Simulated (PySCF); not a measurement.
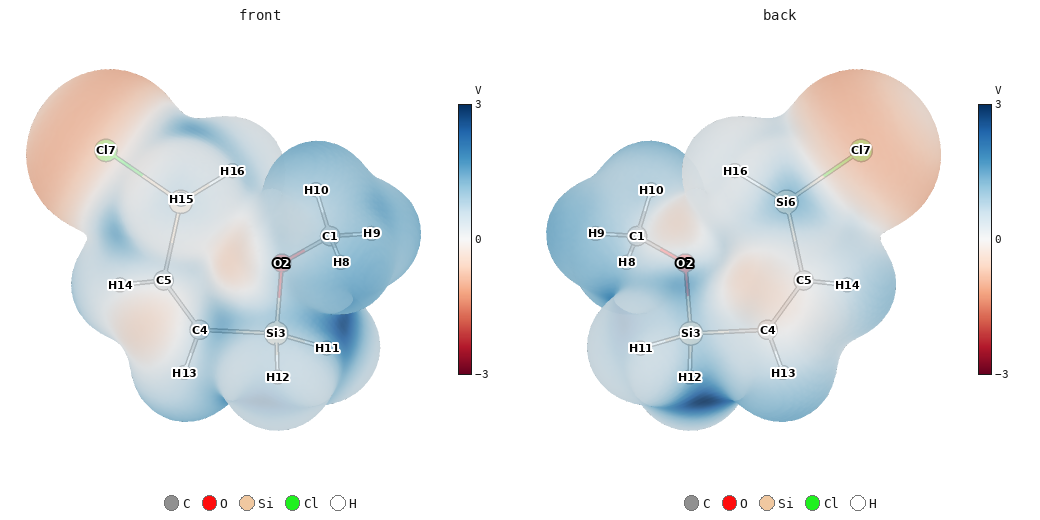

*C$_{3}$H$_{9}$ClOSi$_{2}$ (SMILES CO[SiH2]/C=C\[SiH2]Cl). The molecular electrostatic potential painted on the density surface at 0.004 e/bohr³, seen from the front and from behind; the colour scale runs from red (negative) to blue (positive).*

Geometry: GFN2-xTB.

Theory: PySCF, PBE0/pcSseg-1, SCF density, gas phase, non-relativistic.

The calculation's input:

```
{"job": {"kind": "nmr", "xc": "PBE0", "basis": "pcSseg-1"}, "charge": 0, "multiplicity": 1}
C      1.876072     1.275554     0.467589
O      0.885330     0.393773     0.037969
Si     0.972081    -0.733320    -1.132996
C     -0.768869    -1.418335    -1.068131
C     -1.743091    -1.009223    -0.258034
Si    -1.611390     0.360608     1.030062
Cl    -3.474634     0.430388     1.866511
H      2.785102     0.737308     0.746044
H      2.122787     1.990834    -0.320491
H      1.495440     1.813661     1.335767
H      1.294561    -0.120908    -2.428599
H      1.995668    -1.735455    -0.808230
H     -0.975636    -2.221015    -1.768038
H     -2.711500    -1.498066    -0.329180
H     -0.727329     0.047564     2.149292
H     -1.422189     1.695576     0.469053
```

Run with:

```sh
OMP_NUM_THREADS=1 python probes_run.py task.json out
```

Q: Where is the surface potential most negative and most positive?

A: The most negative region (about −0.9 V) lies over Cl7, the most positive (about +2.7 V) over Si3.
